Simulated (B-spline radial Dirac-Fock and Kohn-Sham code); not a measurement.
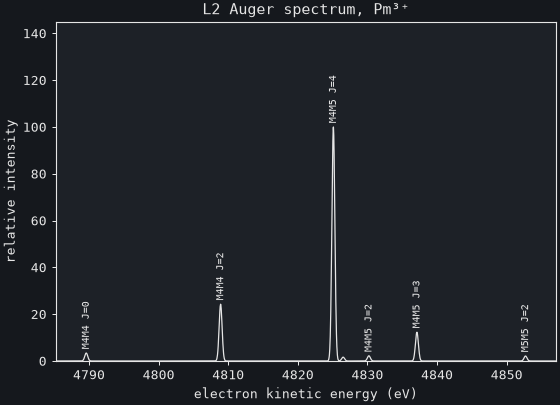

**Figure.** The Auger multiplet of an L2 hole with both final holes in M45, lines labelled by the leading pair of holes and J, broadened by 0.50 eV full width. Kinetic energies count from the vacuum level; very weak lines are left out. Lines are named by their largest jj component, which in light atoms can differ from the customary names. The figure is for promethium in charge state +3 (Pm³⁺) ([Xe] 4f4). Method: Dirac–Fock ΔSCF energies in intermediate coupling of the two holes, Coulomb rates, valence shells as spectators (computed with a B-spline radial atomic code).

The strongest line is L2-M4M5 J=4 at 4.8251 keV (68 % of the multiplet), followed by L2-M4M4 J=2 at 4.8089 keV (17 %), L2-M4M5 J=3 at 4.8371 keV (8.4 %), L2-M4M4 J=0 at 4.7896 keV (2.3 %). The lines shown span 4.790 keV to 4.853 keV.
